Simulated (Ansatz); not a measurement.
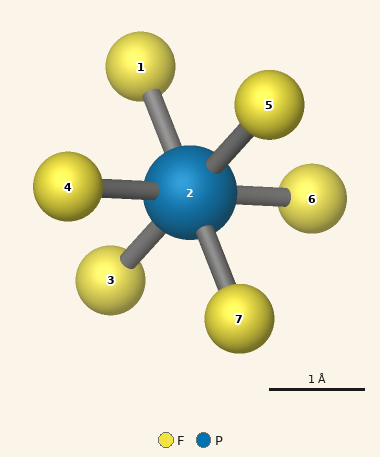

*The structure as given in the input (ball-and-stick view, seen on its broad side; atoms are numbered from 1 in the order of the input).*

Bond lengths as drawn: F–P 1.62 Å.

PF6 (charge −1): single-point calculation

The run: single-point calculation of PF6, charge −1, SMILES F[P-](F)(F)(F)(F)F. Method and program: RKS PBE0-D4/def2-TZVPPD (Ansatz 0.2.0).

The geometry comes from this level: PBE0-D4/def2-TZVPD.

## What the program printed
```
Functional definition: PBE0
  name "PBE0"
  cite "Adamo & Barone, J. Chem. Phys. 110, 6158 (1999) doi:10.1063/1.478522"
  cite "Perdew, Burke & Ernzerhof, Phys. Rev. Lett. 77, 3865 (1996) doi:10.1103/PhysRevLett.77.3865"
  parent pbe
  parameter a = 0.25
  parameter kappa = 0.804
  parameter beta = 0.06672455060314922
  exchange = (1 - a)*pbe_x(kappa = kappa, mu = beta*pi^2/3) + a*exact_x
  correlation = pbe_c(beta = beta)
1522 factors; their error is unknown
mean field evaluation 1: about -25584.2473 eV, gradient 4.7e1 eV
mean field evaluation 2: about -25582.0831 eV, gradient 6.4e1 eV
mean field evaluation 4: about -25587.3733 eV, gradient 8.4e-1 eV
mean field evaluation 8: about -25587.4445 eV, gradient 1.0e-2 eV
mean field -25587.44446665 eV, -940.3212403564 hartree, gradient 7.1e-5 eV, S^2 0.000000; 0 other end points of the search recorded, 0 dependent functions left out
reference -25587.44451503 eV, -940.3212421346 hartree; 35, 35 occupied and 253, 253 virtual orbitals, 1522 factors
Total energy: -25587.58598625 eV, -940.3264411061 hartree
```

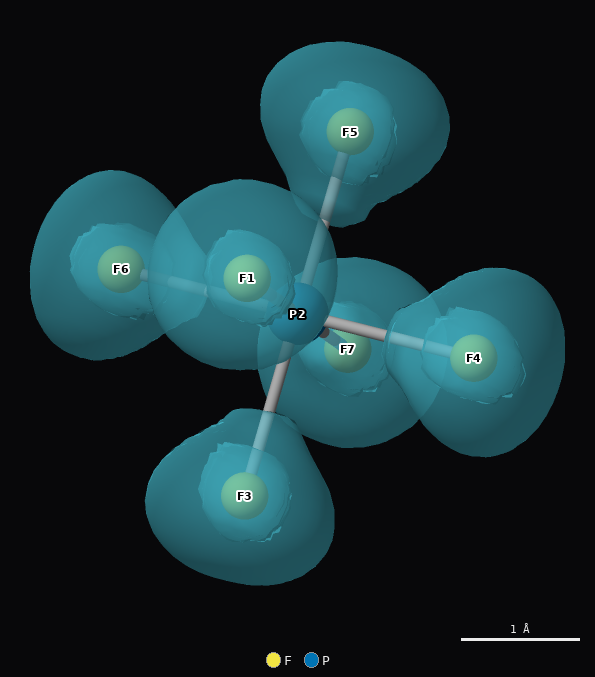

*Isosurface of the electron localisation function at 0.75 (cyan), seen at an oblique angle. Core shells and regions of very low density are left out.*

Along the contacts the grid gives the following. P–F (1.62 Å): the ELF peaks at about 0.85 between the atoms (a polar covalent bond).

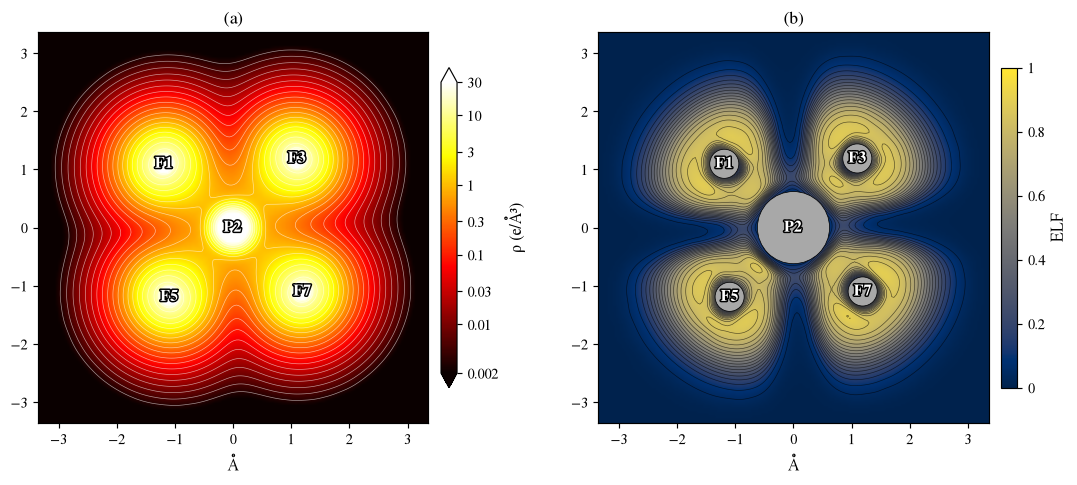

*(a) total electron density; (b) ELF on the plane of atoms F1, P2 and F5. Grey discs, where drawn, cover atomic cores.*

The section cuts through F and P sites. P–F (1.62 Å): ρ is about 1.3 e/Å³ halfway; the ELF peaks at about 0.85 between the atoms, which marks a shared but strongly polarised pair.

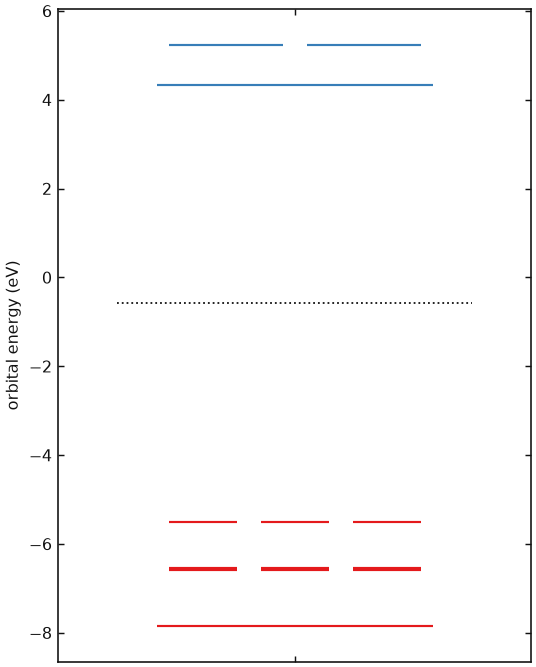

*Orbital energies near the frontier; the dotted line parts filled from empty levels, and levels within 0.02 eV of each other stand side by side.*

Highest filled −5.50 eV, lowest empty 4.33 eV, 9.83 eV apart.

The run was set up as follows.

## Input file
```yaml
crystal:
  periodic: [false, false, false]
  atoms:
    - {symbol: F, position_ang: [-0.149579, -0.969855, 1.287103]}
    - {symbol: P, position_ang: [0.000000, 0.000003, 0.000002]}
    - {symbol: F, position_ang: [-1.609195, 0.019325, -0.172466]}
    - {symbol: F, position_ang: [0.087948, -1.295637, -0.966027]}
    - {symbol: F, position_ang: [1.609197, -0.019320, 0.172451]}
    - {symbol: F, position_ang: [-0.087948, 1.295633, 0.966045]}
    - {symbol: F, position_ang: [0.149577, 0.969851, -1.287108]}
basis:
  gaussian: {orbitals: "def2-TZVPPD.json"}
total_charge: -1
hamiltonian: {xc: pbe0, dispersion: d4}
output: {orbitals: {seedname: orbitals}}
```

Launched with:
```bash
ansatz run in.yaml --threads 4 --pin off --events-out ev --progress --plain --max-ram 10444MiB
```

## Results in brief

```csv
quantity,value
outcome,converged
total energy,−25587.5860 eV
mean-field energy,−25587.4445 eV
dispersion energy,−0.1415 eV
SCF solution under orbital rotations,stable
HOMO,−5.50 eV
LUMO,4.33 eV
hardware,"4 threads of Arm Neoverse V1, 23 GiB of memory available, shared host"
wall time,4.1 s (CPU time 16 s)
peak memory,0.94 GiB
```
